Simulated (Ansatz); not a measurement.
Consider HfS3 (space group P2_1/m, No. 11; a cell from a computed database, its experimental status unchecked; layered, stacked along the Cartesian z axis).

```yaml
crystal:
  lattice:
    - [5.10338, 0.00000, 0.00000]
    - [0.00000, 3.59588, 0.00000]
    - [-1.16236, 0.00000, 8.91123]
  atoms:
    - { symbol: Hf, position: [0.28505, 0.75000, 0.65474] }
    - { symbol: Hf, position: [0.71495, 0.25000, 0.34526] }
    - { symbol: S, position: [0.87677, 0.75000, 0.16989] }
    - { symbol: S, position: [0.12323, 0.25000, 0.83011] }
    - { symbol: S, position: [0.23767, 0.25000, 0.44668] }
    - { symbol: S, position: [0.76233, 0.75000, 0.55332] }
    - { symbol: S, position: [0.53021, 0.25000, 0.82767] }
    - { symbol: S, position: [0.46979, 0.75000, 0.17233] }
```

Cartesian axes are those of the cell as printed.

Now apply this change: strain tensor (xx, yy, zz, yz, xz, xy) = (+1.21, −0.93, −1.10, −0.10, +0.71, +0.78) %; the atoms relax in the strained cell.

Level of theory: Ansatz (a program for electronic structure) r2SCAN+rVV10, scalar-relativistic without spin-orbit coupling.

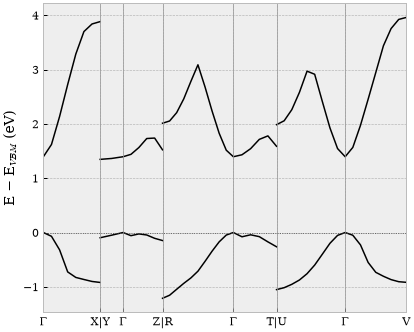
Figure: Highest valence and lowest conduction band along the path of the changed cell's own zone

Problem. Read the changed gap and its character from the plot.

Solution. About 1.3 eV, indirect, Γ → Y.

Spin-orbit coupling, missing from the scalar runs, can matter with Hf. Stability against distortions was not tested. k-point labels follow each cell's own Brillouin zone.
